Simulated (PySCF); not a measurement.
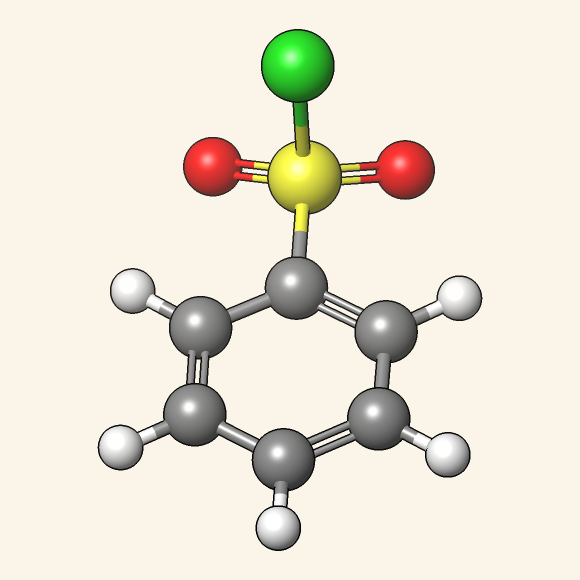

Rendered structure (ball-and-stick style). Colours: oxygen red, sulfur yellow, chlorine green, carbon grey, hydrogen white.

The geometry was computed by an optimisation with PBE0-D3(BJ)/def2-SVP. No frequency run is at hand to confirm it as a minimum.

**Give the formula.**

C₆H₅ClO₂S, 15 atoms: 6 carbon, 5 hydrogen, 1 chlorine, 2 oxygen and 1 sulfur.

**Write the SMILES.**

O=S(=O)(Cl)c1ccccc1

**How many atoms are distinct by symmetry?**

10: 2 O, 1 S, 1 Cl, 1 C, 2 C, 2 C, 1 C, 2 H, 2 H, 1 H.

**Does it have rings?**

Independent rings (smallest set): 1 of 6 members, 1 of them aromatic.

The parts below concern this one geometry. Atoms keep their numbers from picture to picture.

### Geometry

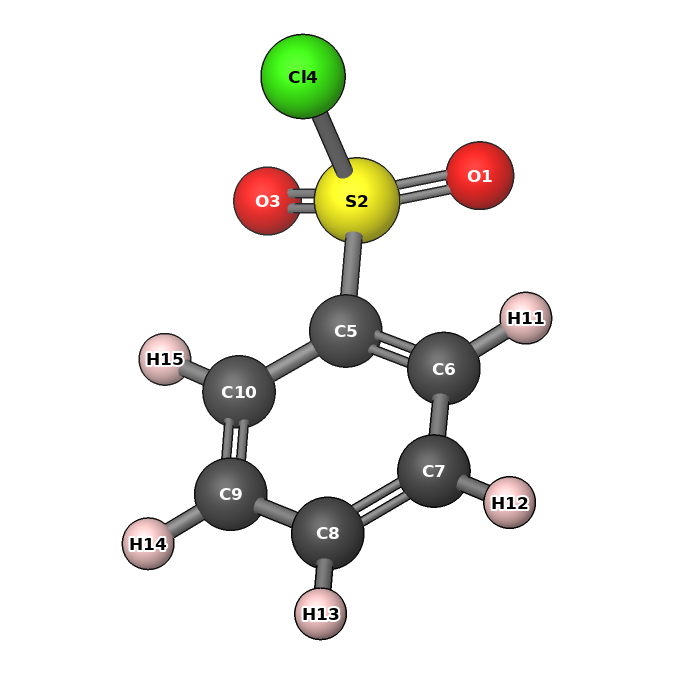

The atoms are numbered. No frequency run is at hand to confirm it as a minimum.

Estimate the angles O1–S2–O3, O1–S2–Cl4, O1–S2–C5, Cl4–S2–C5, S2–C5–C6, C6–C5–C10, C7–C8–C9, C7–C8–H13, C6–C7–C8, C8–C7–H12, C6–C7–H12, C5–C6–C7, C5–C6–H11, C7–C6–H11.

| angle | degrees |
| --- | --- |
| O1–S2–O3 | 122.5 |
| O1–S2–Cl4 | 106.3 |
| O1–S2–C5 | 109.7 |
| Cl4–S2–C5 | 99.7 |
| S2–C5–C6 | 118.7 |
| C6–C5–C10 | 122.7 |
| C7–C8–C9 | 120.6 |
| C7–C8–H13 | 119.7 |
| C6–C7–C8 | 120.1 |
| C8–C7–H12 | 120.2 |
| C6–C7–H12 | 119.7 |
| C5–C6–C7 | 118.2 |
| C5–C6–H11 | 119.9 |
| C7–C6–H11 | 121.8 |

### Charges

The questions are on IAO charges. No frequency run is at hand to confirm it as a minimum. Method: PBE0/pcSseg-1 in chloroform (IEF-PCM) (PySCF 2.14.0).

Give the IAO charges atom by atom.

| atom | value (e) |
| --- | --- |
| O1 | −0.82 |
| S2 | 1.95 |
| O3 | −0.82 |
| Cl4 | −0.29 |
| C5 | −0.24 |
| C6 | −0.13 |
| C7 | −0.14 |
| C8 | −0.12 |
| C9 | −0.14 |
| C10 | −0.13 |
| H11 | 0.19 |
| H12 | 0.18 |
| H13 | 0.17 |
| H14 | 0.18 |
| H15 | 0.19 |

### Levels of theory compared

No frequency run is at hand to confirm it as a minimum. Program: PySCF 2.14.0.

At this fixed geometry, give HOMO–LUMO gap (eV), HOMO energy (eV) at these levels: B3LYP/def2-SVPD; B3LYP/def2-SVPD in chloroform (IEF-PCM); B3LYP/def2-SVPD in cyclohexane (IEF-PCM); PBE0/pcSseg-1 in chloroform (IEF-PCM); PBE0/pcSseg-1 in cyclohexane (IEF-PCM); WP04/pcSseg-1 in chloroform (IEF-PCM); ωB97X-D/pcSseg-1 in chloroform (IEF-PCM).

```csv
level,HOMO–LUMO gap (eV),HOMO energy (eV)
B3LYP/def2-SVPD,5.55,−8.14
B3LYP/def2-SVPD in chloroform (IEF-PCM),5.26,−7.85
B3LYP/def2-SVPD in cyclohexane (IEF-PCM),5.39,−7.96
PBE0/pcSseg-1 in chloroform (IEF-PCM),5.83,−8.10
PBE0/pcSseg-1 in cyclohexane (IEF-PCM),5.94,−8.21
WP04/pcSseg-1 in chloroform (IEF-PCM),4.59,−9.17
ωB97X-D/pcSseg-1 in chloroform (IEF-PCM),9.28,−9.88
```

### Polarisability

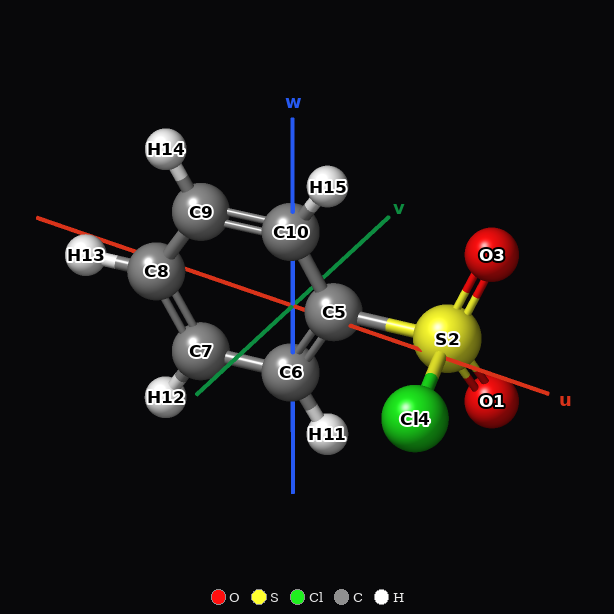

The lines u, v and w are the principal axes of the static dipole polarisability. No frequency run is at hand to confirm it as a minimum. Method: B3LYP/def2-SVPD in cyclohexane (IEF-PCM) (PySCF 2.14.0).

**Along which axis is the molecule most polarisable, and along which least?**

Most along u (nearly parallel to the S2–C5 bond), least along v.

**Give the three principal values.**

u 159.1, v 98.2, w 124.3 bohr³; mean 127.2, anisotropy 53.0 bohr³.
